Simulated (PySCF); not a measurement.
# GaH: from the state search to spectroscopic constants, part 2 of 2

PySCF 2.14.0; Ga jorge-DZP-DKH, H jorge-DZP-DKH; spin-free X2C with a Gaussian nucleus.

## 13. Adding correlation

Reference: RHF; core orbitals frozen: 9; virtual orbitals above 20 hartree dropped in coupled cluster: 6. MP2 keeps all virtuals, so it differs from the MP2 energy in the coupled-cluster log.

Output of the coupled-cluster run at 1.667 Å:

```text
******** <class 'pyscf.cc.ccsd.CCSD'> ********
CC2 = 0
CCSD nocc = 7, nmo = 33
frozen orbitals [0, 1, 2, 3, 4, 5, 6, 7, 8, 42, 43, 44, 45, 46, 47]
max_cycle = 80
direct = 0
conv_tol = 1e-07
conv_tol_normt = 1e-05
diis_space = 8
diis_start_cycle = 0
diis_start_energy_diff = 1e+09
max_memory 909 MB (current use 306 MB)
Init t2, MP2 energy = -1942.95721133961  E_corr(MP2) -0.322971995172092
Init E_corr(CCSD) = -0.322971995172918
cycle = 1  E_corr(CCSD) = -0.309558918861049  dE = 0.0134130763  norm(t1,t2) = 0.0517513
cycle = 2  E_corr(CCSD) = -0.318501922206336  dE = -0.00894300335  norm(t1,t2) = 0.0211644
cycle = 3  E_corr(CCSD) = -0.318767614755289  dE = -0.000265692549  norm(t1,t2) = 0.00943899
cycle = 4  E_corr(CCSD) = -0.320123958633033  dE = -0.00135634388  norm(t1,t2) = 0.00337002
cycle = 5  E_corr(CCSD) = -0.32008198994295  dE = 4.19686901e-05  norm(t1,t2) = 0.000531693
cycle = 6  E_corr(CCSD) = -0.32005215789069  dE = 2.98320523e-05  norm(t1,t2) = 0.000123879
cycle = 7  E_corr(CCSD) = -0.320051148023698  dE = 1.00986699e-06  norm(t1,t2) = 3.43497e-05
cycle = 8  E_corr(CCSD) = -0.320052258996033  dE = -1.11097233e-06  norm(t1,t2) = 6.58244e-06
cycle = 9  E_corr(CCSD) = -0.320052156045764  dE = 1.02950268e-07  norm(t1,t2) = 1.95032e-06
cycle = 10  E_corr(CCSD) = -0.320052145388453  dE = 1.06573114e-08  norm(t1,t2) = 6.08821e-07
CCSD converged
E(CCSD) = -1942.954291489824  E_corr = -0.3200521453884528
CCSD(T) correction = -0.00714991288845393
```

Correlation energy (eV) along the bond:

| R (Å) | MP2 | SCS-MP2 | CCSD | CCSD(T) | T1 |
| --- | --- | --- | --- | --- | --- |
| 1.434 | -8.910 | -8.036 | n/a | n/a | n/a |
| 1.500 | -8.882 | -8.015 | -8.739 | -8.934 | 0.010 |
| 1.567 | -8.859 | -7.998 | -8.724 | -8.919 | 0.010 |
| 1.617 | -8.844 | -7.987 | -8.716 | -8.910 | 0.011 |
| 1.667 | -8.831 | -7.978 | -8.709 | -8.904 | 0.011 |
| 1.717 | -8.820 | -7.971 | -8.704 | -8.899 | 0.011 |
| 1.784 | -8.807 | -7.963 | -8.700 | -8.895 | 0.011 |
| 1.867 | -8.795 | -7.956 | -8.699 | -8.894 | 0.011 |
| 1.967 | -8.784 | -7.952 | -8.702 | -8.898 | 0.012 |
| 2.100 | -8.775 | -7.951 | n/a | n/a | n/a |

RHF-MP2: Re = 1.632 Å, ωe = 1722 cm⁻¹, ωexe = 28.1 cm⁻¹, αe = 0.183 cm⁻¹, Be = 6.375 cm⁻¹, De = 2.77 eV.

RHF-SCS-MP2: Re = 1.639 Å, ωe = 1701 cm⁻¹, ωexe = 28.5 cm⁻¹, αe = 0.183 cm⁻¹, Be = 6.317 cm⁻¹, De = 2.85 eV.

RHF-CCSD: Re = 1.643 Å, ωe = 1681 cm⁻¹, ωexe = 30.0 cm⁻¹, αe = 0.189 cm⁻¹, Be = 6.284 cm⁻¹, De = 2.93 eV.

RHF-CCSD(T): Re = 1.643 Å, ωe = 1677 cm⁻¹, ωexe = 30.1 cm⁻¹, αe = 0.189 cm⁻¹, Be = 6.283 cm⁻¹, De = 2.95 eV.

## 14. All curves

Energy (eV) from each level's lowest point:

| R (Å) | RHF | RHF-MP2 | RHF-SCS-MP2 | RHF-CCSD | RHF-CCSD(T) | PBE | PW91 | r²SCAN | M06-L | PBE0 | HSE06 | BHandHLYP |
| --- | --- | --- | --- | --- | --- | --- | --- | --- | --- | --- | --- | --- |
| 1.434 | 0.358 | 0.284 | 0.301 | n/a | n/a | 0.393 | 0.384 | 0.330 | 0.384 | 0.361 | 0.362 | 0.347 |
| 1.500 | 0.158 | 0.112 | 0.122 | 0.128 | 0.127 | 0.190 | 0.184 | 0.145 | 0.181 | 0.165 | 0.167 | 0.154 |
| 1.567 | 0.046 | 0.024 | 0.028 | 0.031 | 0.031 | 0.069 | 0.066 | 0.042 | 0.063 | 0.054 | 0.054 | 0.046 |
| 1.617 | 0.008 | 0.000 | 0.000 | 0.001 | 0.001 | 0.020 | 0.019 | 0.007 | 0.017 | 0.012 | 0.013 | 0.008 |
| 1.667 | 0.000 | 0.005 | 0.001 | 0.000 | 0.000 | 0.000 | 0.000 | 0.000 | 0.000 | 0.000 | 0.000 | 0.000 |
| 1.717 | 0.018 | 0.034 | 0.026 | 0.022 | 0.022 | 0.003 | 0.005 | 0.016 | 0.007 | 0.012 | 0.011 | 0.016 |
| 1.784 | 0.072 | 0.101 | 0.088 | 0.081 | 0.080 | 0.037 | 0.040 | 0.067 | 0.047 | 0.057 | 0.055 | 0.067 |
| 1.867 | 0.177 | 0.219 | 0.200 | 0.187 | 0.186 | 0.115 | 0.120 | 0.165 | 0.132 | 0.149 | 0.147 | 0.167 |
| 1.967 | 0.340 | 0.393 | 0.368 | 0.347 | 0.345 | 0.245 | 0.253 | 0.318 | 0.270 | 0.296 | 0.292 | 0.325 |
| 2.100 | 0.592 | 0.654 | 0.620 | n/a | n/a | 0.455 | 0.466 | 0.555 | 0.488 | 0.527 | 0.522 | 0.569 |

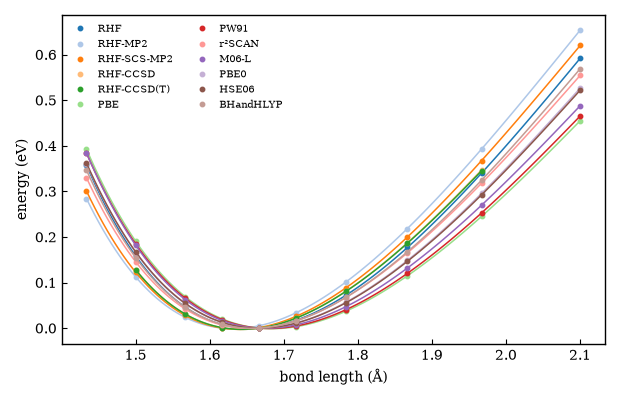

All levels on one scale; every curve starts from its own lowest point. Far from equilibrium a single determinant need not separate into the right atoms, and MP2 on it can jump.

The whole job (state search and all levels along the bond) took 1.1 min on 1 thread of Intel Xeon Platinum 8488C (shared host), peak memory 0.56 GiB.

## 15. What came out

What follows sums up all 2 parts.

Lowest PBE0 solution found, without spin–orbit coupling: ¹Σ⁺ (singlet), closed shell. State 2 has its PBE0 minimum 2.08 eV higher. The other levels ran on the lowest alone.

| level | Re (Å) | ωe (cm⁻¹) | De (eV) | μ (D) |
| --- | --- | --- | --- | --- |
| RHF | 1.656 | 1696 | 2.13 | -0.28 |
| RHF-MP2 | 1.632 | 1722 | 2.77 | n/a |
| RHF-SCS-MP2 | 1.639 | 1701 | 2.85 | n/a |
| RHF-CCSD | 1.643 | 1681 | 2.93 | n/a |
| RHF-CCSD(T) | 1.643 | 1677 | 2.95 | n/a |
| PBE | 1.684 | 1548 | 2.98 | -0.58 |
| PW91 | 1.680 | 1555 | 3.00 | -0.58 |
| r²SCAN | 1.655 | 1632 | 3.02 | -0.39 |
| M06-L | 1.675 | 1591 | 3.14 | -0.63 |
| PBE0 | 1.666 | 1615 | 2.93 | -0.46 |
| HSE06 | 1.667 | 1610 | 2.94 | -0.48 |
| BHandHLYP | 1.657 | 1656 | 2.98 | -0.48 |

De is counted to Ga + H in their ground configurations. A positive dipole means Ga(−)H(+).

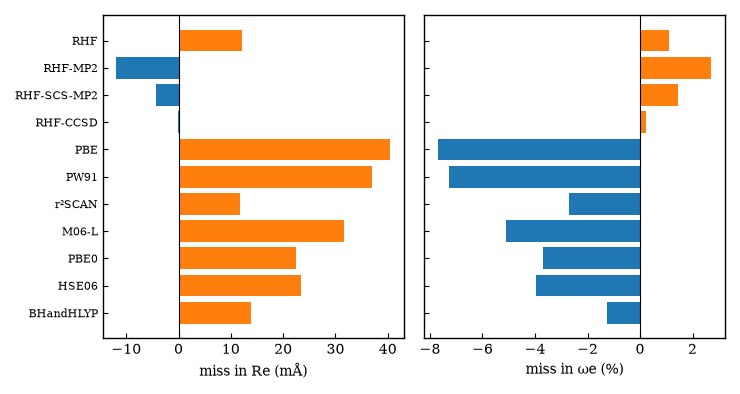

Differences in bond length and wavenumber from CCSD(T) in the same basis.

Time per point (s) on 1 thread of Intel Xeon Platinum 8488C, shared host (CPU time, shared integrals of 0.088 s apart; correlated levels include their reference; CCSD comes with the CCSD(T) run); the times are rough: RHF 0.05, RHF-MP2 0.074, RHF-SCS-MP2 0.074, PBE 0.41, PW91 0.32, r²SCAN 0.52, M06-L 0.54, PBE0 0.77, HSE06 0.61, BHandHLYP 0.3; the reference 0.43.

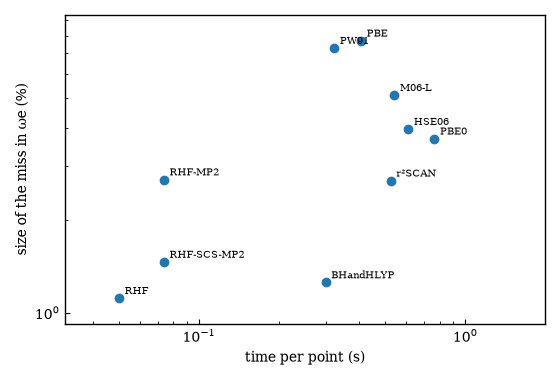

What each level's time buys in the wavenumber.

The cheapest levels within 10 mÅ and 2.5 % of CCSD(T): RHF-SCS-MP2 (0.074 s). The dearest run takes 0.77 s.

What this shows: Judged by CCSD(T) in the same basis: best bond length RHF-CCSD (0 mÅ), worst PBE (+40 mÅ); best wavenumber RHF-CCSD (+0.2 %), worst PBE (-7.7 %). CCSD(T) in a basis this small is itself some way from its limit, more so than the functionals. Of the levels with a De here, RHF gives the least (2.13 eV) and M06-L the most (3.14 eV).

Correlated steps freeze 9 core orbitals.
